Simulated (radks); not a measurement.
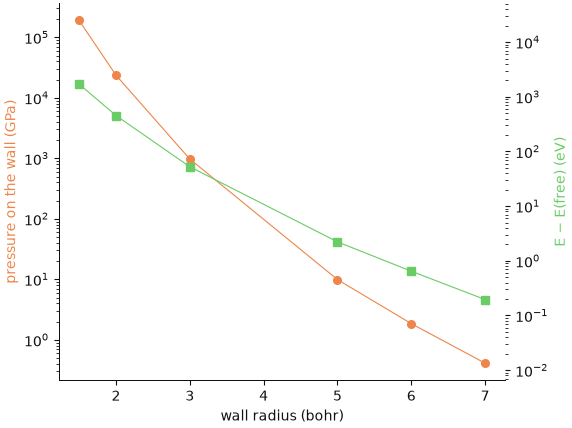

System: the cerium ion Ce⁺, configuration [Xe] 4f1 5d2 (high spin). It is put inside a hard spherical wall of varying radius. Method: scalar-relativistic Kohn-Sham, LDA (Slater exchange, Perdew-Wang correlation), spin-polarised, spherical densities, finite nucleus; computed with the in-house radial solver radks. The plot shows the pressure on the wall (left axis) and the energy above the free species (right axis).

**How do pressure and energy grow as the wall closes in?**

The pressure grows from 0.41 GPa at 7 bohr through 9.9 GPa at 5 bohr to 190000 GPa at 1.5 bohr, and the energy above the free species from 0.195 eV through 2.22 eV to 1704 eV. The pressure is −dE/dV with V = 4πR³/3.
